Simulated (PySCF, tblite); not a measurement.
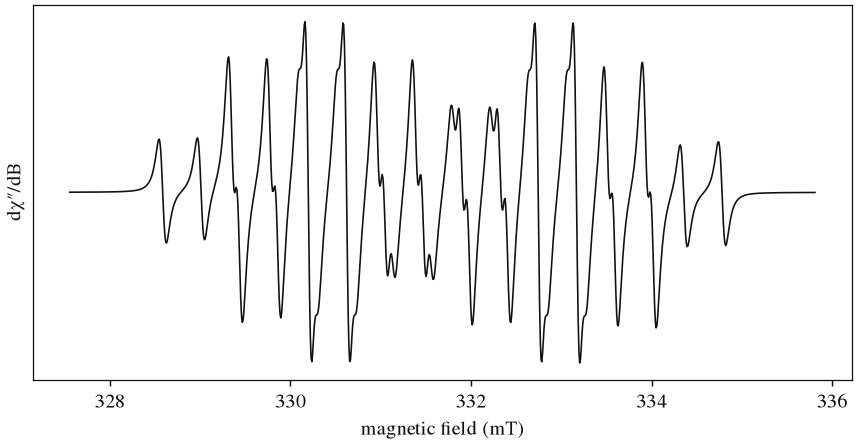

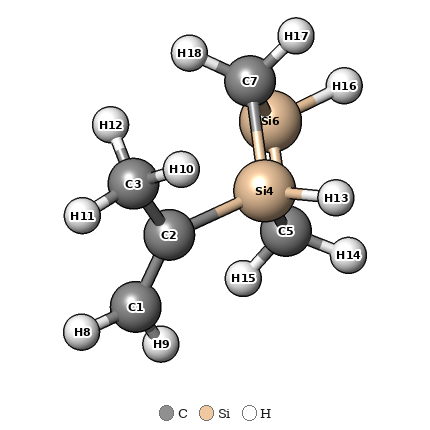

First-order isotropic EPR spectrum (fast tumbling, first derivative) of C₅H₁₁Si₂, SMILES C=C(C)[SiH]1C[SiH]C1, doublet at 9.30 GHz, Lorentzian lines of 0.13 mT full width at half height, from computed g and hyperfine couplings (B3LYP/pcH-1 in PySCF 2.14.0, at a GFN2-xTB geometry (a minimum by its frequencies), gas phase); values of one conformer, averaged over methyl-type rotors alone; other conformers aren't averaged in; no vibrational averaging; dilute isotopes left out. The SMILES is one Lewis form and needn't show where the spin sits.

Which couplings does the calculation give? The spectrum shows the sizes of those above the line width, not their signs.

| nuclei | isotope | a (mT) | a (MHz) |
| --- | --- | --- | --- |
| H16 | ¹H | 2.55 | 71.4 |
| H15 | ¹H | 0.86 | 24.0 |
| H18 | ¹H | 0.85 | 23.8 |
| H17 | ¹H | 0.77 | 21.7 |
| H14 | ¹H | 0.77 | 21.5 |
| H13 | ¹H | 0.43 | 12.0 |
| H8 | ¹H | 0.01 | 0.3 |

What is the g value, and how wide is the spectrum?

g_iso = 2.0033, which centres the spectrum at 331.7 mT; it spans 6.2 mT.

Caveats: the tight-binding geometry is rougher than a DFT one and adds to the error.
